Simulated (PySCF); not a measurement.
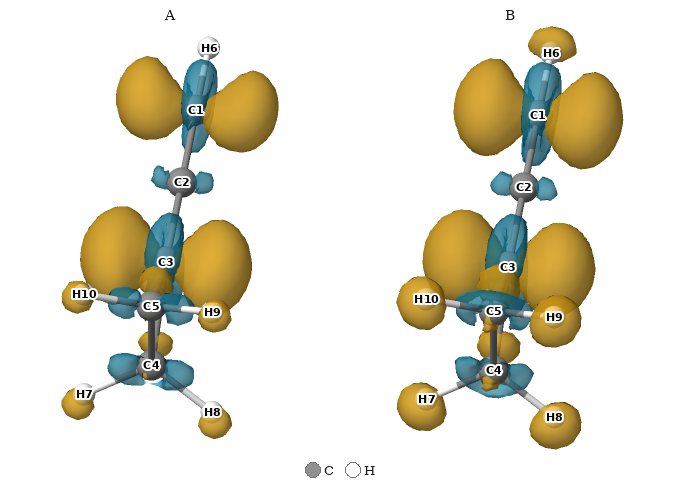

C5H5, doublet, SMILES `C#C[C]1CC1`. The two Fukui functions at ±0.04 e/Å³ (yellow positive, teal negative).

Method: B3LYP/aug-cc-pVDZ; geometry: GFN2-xTB; program: PySCF. No frequency check shows the geometry to be a minimum. GFN2-xTB doesn't know the spin state, so this open-shell geometry is rough.

Cartesian coordinates (Å):

```
C1      -2.3909    0.0001    0.0009
C2      -1.1691   -0.0002   -0.0003
C3       0.1638    0.0000    0.0001
C4       1.4150   -0.7571   -0.0000
C5       1.4150    0.7571   -0.0000
H6      -3.4383    0.0003   -0.0034
H7       1.7091   -1.2781    0.9037
H8       1.7090   -1.2780   -0.9038
H9       1.7089    1.2781   -0.9038
H10      1.7089    1.2782    0.9037
```

Why do the two look alike?

The electron leaves from or enters the same singly occupied orbital. A is f⁺, B is f⁻. f⁻ (Hirshfeld-condensed) is largest on C1 (0.26) and C3 (0.20); the vertical ionisation energy is 7.74 eV (to the singlet cation, which needn't be its lowest state). f⁺ (Hirshfeld-condensed) is largest on C1 (0.25) and C3 (0.17); the vertical electron affinity is 0.55 eV (to the singlet anion, which needn't be its lowest state; the anion's highest orbital has positive energy, so this value and f⁺ depend on the basis).
